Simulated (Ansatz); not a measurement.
Single-point calculation, with input and output: Rh12Cl (part 1 of 3)

System: Rh12Cl (slab, 13 atoms in the cell).
Method: DFT PBE+D3(BJ), scalar-relativistic, plane waves, PAW, PAW set soft_1, no spin polarisation (Ansatz 0.2.0).

The structure derives from an entry of the Crystallography Open Database. Figures and captions count atoms from 1; the log counts them from 0 in places.

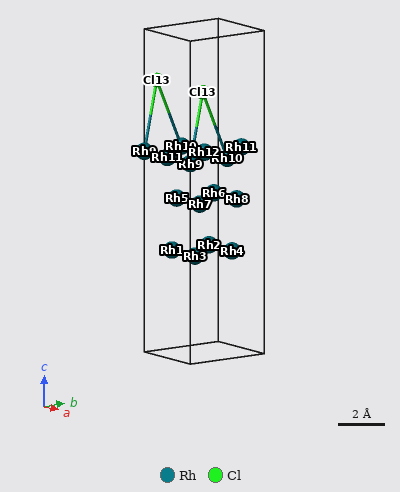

Figure 1. The input geometry (ball-and-stick view of the cell of the calculation, with the vacuum cut short, seen slightly off an axis; atoms are numbered from 1 in the order of the input).

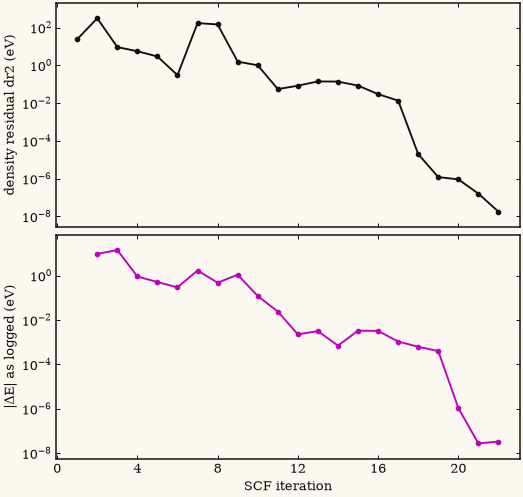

Figure 2. Convergence of the self-consistent field: density residual dr2 and size of the energy change against the SCF iteration. The residual falls unevenly and jumps up by a factor of two or more 2 times on the way down.

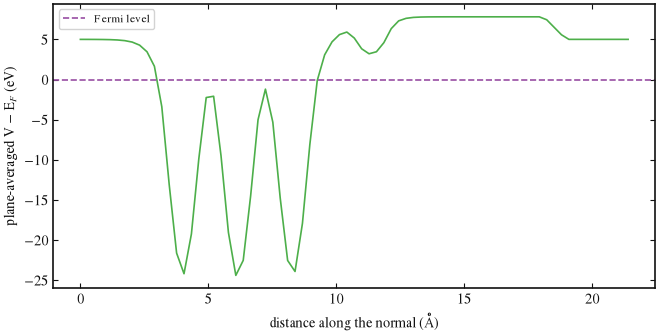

Figure 3. Plane average of the electrostatic potential energy of an electron across the cell, from the Fermi level. The vacuum level lies 7.82 eV above the Fermi level on the upper side and 5.01 eV on the lower.

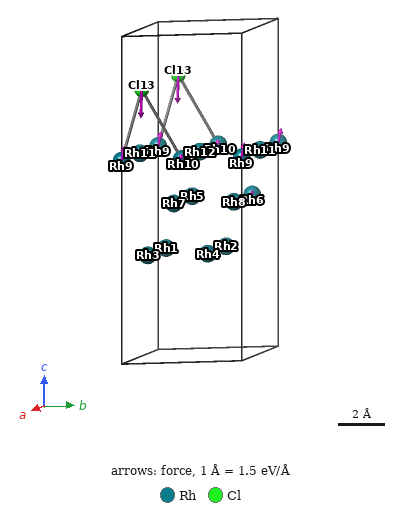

Figure 4. Forces on the atoms as pink arrows (ball-and-stick view of the cell of the calculation, with the vacuum cut short, seen slightly off an axis; bonded neighbours outside the cell are drawn too; atoms are numbered from 1 in the order of the input); the smallest are left out. The largest act on Cl13 (1.91 eV/Å); Rh9 (1.00 eV/Å). The geometry is not a stationary point of this energy.

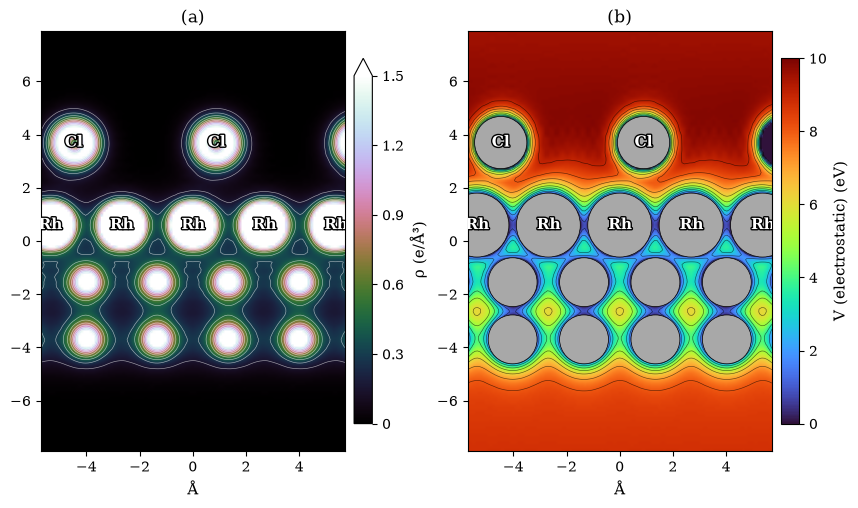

Figure 5. (a) valence pseudo-density; (b) electrostatic potential energy of an electron on the (100) plane of the calculation cell, a cut from vacuum to vacuum. Grey discs, where drawn, cover atomic cores. Atoms in the plane: Rh and Cl. Rh–Cl (3.23 Å): the density is about 0.12 e/Å³ at the midpoint. Rh–Cl (3.58 Å): the density is about 0.07 e/Å³ at the midpoint. The density dies away to nearly zero in the vacuum. Core electrons are frozen (PAW), so the fields are smoothed inside the atomic spheres.

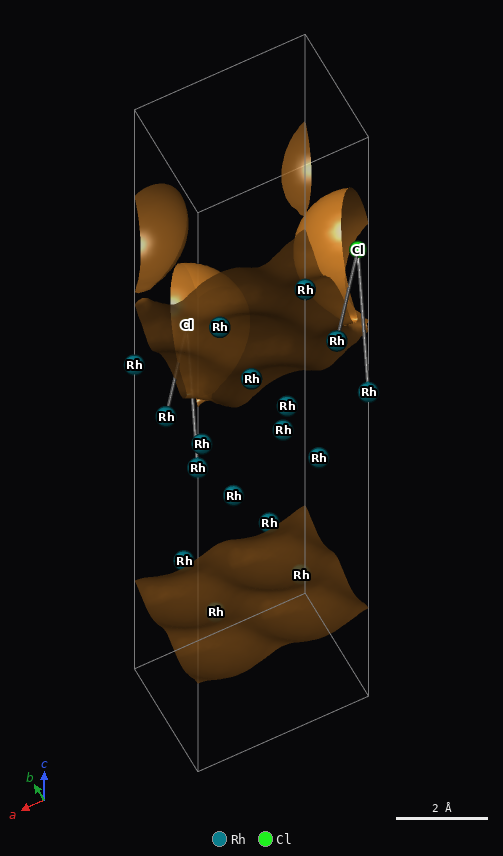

Figure 6. Isosurface of the valence pseudo-density at 0.1 e/Å³ (orange), seen at an oblique angle. Sticks mark near contacts. At this value the density is joined into sheets; it holds about 100 % of the electrons treated as valence (semicore included). It is pinched off along the Rh–Cl (3.58 Å) contacts. On the grid the lowest density along these lines, outside the cores, is 0.12 e/Å³ (Rh–Cl, 3.23 Å) and 0.07 e/Å³ (Rh–Cl, 3.58 Å).

These pictures come from the run below.

### Input
```yaml
crystal:
  lattice:
    - [5.3650160462, 0.0, 0.0]
    - [-2.6825080231, 4.6462401878, 0.0]
    - [0.0, 0.0, 21.6939918225]
  atoms:
    - { symbol: Rh, position: [0.3333333333, 0.1666666667, 0.1843828482] }
    - { symbol: Rh, position: [0.3333333333, 0.6666666667, 0.1843828482] }
    - { symbol: Rh, position: [0.8333333333, 0.1666666667, 0.1843828482] }
    - { symbol: Rh, position: [0.8333333333, 0.6666666667, 0.1843828482] }
    - { symbol: Rh, position: [0.1666666667, 0.3333333333, 0.2833554855] }
    - { symbol: Rh, position: [0.1666666667, 0.8333333333, 0.2833554855] }
    - { symbol: Rh, position: [0.6666666667, 0.3333333333, 0.2833554855] }
    - { symbol: Rh, position: [0.6666666667, 0.8333333333, 0.2833554855] }
    - { symbol: Rh, position: [0.0, 0.0, 0.3823174587] }
    - { symbol: Rh, position: [0.0, 0.5, 0.3823174587] }
    - { symbol: Rh, position: [0.5, 0.0, 0.3823174587] }
    - { symbol: Rh, position: [0.5, 0.5, 0.3823174587] }
    - { symbol: Cl, position: [0.0, 0.1666666667, 0.525214166] }
basis:
  ecutwfc: 420
kpoints:
  mp_grid: { grid: [6, 6, 1] }
hamiltonian:
  xc: pbe
  pseudopotentials: { kind: paw, azcp: { folder: soft_1 } }
  dispersion: d3bj
scf:
  occupations: { method: gaussian, width: 0.1 }
output:
  forces: true
  eigenvalues: true
  write_density: true
  write_potential: true
  elf: true
  volumetric_format: npy
efield:
  axis: 3
  dipole_correction: true
  ramp_width: 0.04
```

Launched with:
```bash
ansatz run input.yaml --threads 2 --pin off --max-ram 6144MiB --backend cpu --events-out ev --progress --plain --runs-dir out
```

### The program's output
```
Engine: ansatz 0.2.0, x86_64-unknown-linux-gnu
Pseudopotentials: kind: paw
Pseudopotential: Rh, paw, valence charge 17, recommended cutoff 420 eV (normal), [file]
Pseudopotential: Cl, paw, valence charge 7, recommended cutoff 420 eV (normal), [file]
Functional definition: PBE
  parameter kappa = 0.804
  parameter beta = 0.06672455060314922
  exchange = pbe_x(kappa = kappa, mu = beta*pi^2/3)
  correlation = pbe_c(beta = beta)
Crystal: 13 atoms, lattice volume = 540.769 Å³
Basis set: ecut = 420 eV, 10531 PW (Γ), exchange–correlation on 72×72×300 points (8 copies of the dense FFT grid, shifted against one another)
Bands: 127, of which v1, the nominal top of the filled ones, is band 106 counted from 1 (105 counted from 0)
Symmetry: 1 space group operations
Space group: P1 (ITA 1), of the structure as read, at distance tolerance 8.1e-5 Å
k-points: 20 of 36 (time reversal used)
Non-local potential: Rh, projectors of the file, l = 0: 3, l = 1: 2, l = 2: 2, l = 3: 1
Non-local potential: Cl, projectors of the file, l = 0: 2, l = 1: 2, l = 2: 1
PAW form: soft (Blöchl's): semilocal exchange-correlation on the pseudo side does not see the compensation charge
PAW one-centre angular grid: Rh, 590 points (default); XC on 64 Gauss nodes
PAW one-centre angular grid: Cl, 110 points (default); XC on 64 Gauss nodes
Initial density: superposition of atomic densities (neutral atoms: chi_scale 0, normalization atom)
Initial wavefunctions: pseudopotential atomic-orbital guess
Functional: x = pbe(κ = 0.804, μ = 0.2195149727645171), c = pbe(β = 0.06672455060314922)
```
